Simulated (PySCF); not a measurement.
hydrogen peroxide (H₂O₂), SMILES OO.

Coordinates come from a PBE-D3(BJ)/def2-TZVP optimisation.

Lowest vertical singlet excitation by several levels in PySCF, with rough processor times relative to the cheapest run on one machine. Each run also gave further roots (ADC and EOM-CCSD ionised and attached states too); roots are paired by order and the bases differ. EOM-CCSD serves as a yardstick, not as the true value; all levels that ended soundly for this molecule are listed, with differences from unrounded values.

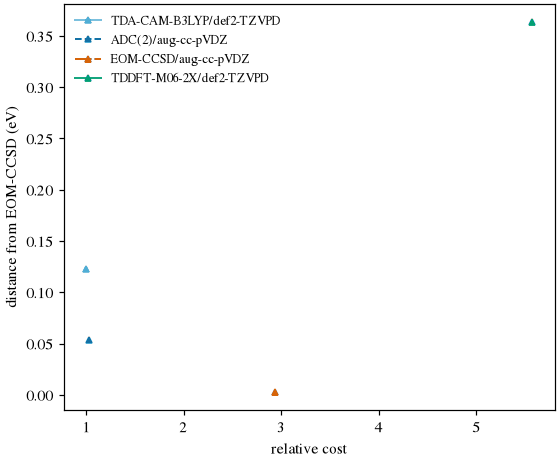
*Cost against distance from EOM-CCSD for the lowest singlet.*

```csv
level,relative cost,S1 (eV),S1 minus EOM-CCSD (eV)
TDA-CAM-B3LYP/def2-TZVPD,1,5.75,-0.12
ADC(2)/aug-cc-pVDZ,1,5.82,-0.06
EOM-CCSD/aug-cc-pVDZ,3,5.87,0.00
TDDFT-M06-2X/def2-TZVPD,6,5.51,-0.36
```
